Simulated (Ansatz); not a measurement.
# PbTe (rock salt): energy over volume and axial ratio

PbTe (rock salt)

Space group Fm-3m (No. 225); a = b = c = 6.535 Å, α = β = γ = 90.00°

```json
[
 {"atom": "Te", "site": "4a", "symmetry": "m-3m", "x": "0.0000", "y": "0.0000", "z": "0.0000"},
 {"atom": "Pb", "site": "4b", "symmetry": "m-3m", "x": "0.5000", "y": "0.5000", "z": "0.5000"}
]
```
(The calculation used a cell of 2 atoms; values per cell refer to that cell.)

Two coordinates are scanned: the volume, and the ratio of the stretch along z (the conventional c axis) to the stretch across it. Atoms keep their fractional coordinates.

Calculation: r2SCAN (plane waves to 500 eV, PAW, scalar-relativistic; Ansatz, a program for electronic structure). k mesh 9×9×9 (Γ-centred), Fermi-Dirac smearing 0.05 eV. The energy includes the smearing's −TS. PbTe was relaxed with its symmetry unable to fall. Spin-orbit coupling is left out, though Pb and Te are heavy. ΔE is measured from the relaxed starting cell.

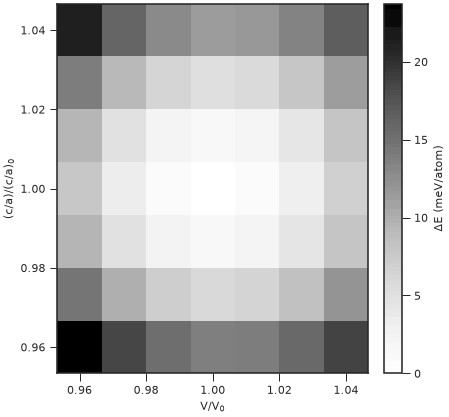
Figure: ΔE (meV/atom) over the 7×7 grid of computed points.

The shear modulus C′ = (C11 − C12)/2 (fit, atoms clamped) comes out as 54 GPa. Highest place on the grid: V/V₀ = 0.960, (c/a)/(c/a)₀ = 0.960 (23.7 meV/atom). Lowest place on the grid: V/V₀ = 1.000, (c/a)/(c/a)₀ = 1.000 (0.0 meV/atom).

Near the relaxed cell σzz − σxx = −2Cδ (compression positive), C being this modulus and δ the logarithm of the ratio.

(Under strain, the slope of the energy per volume gives the stress and its curvature an elastic modulus.)
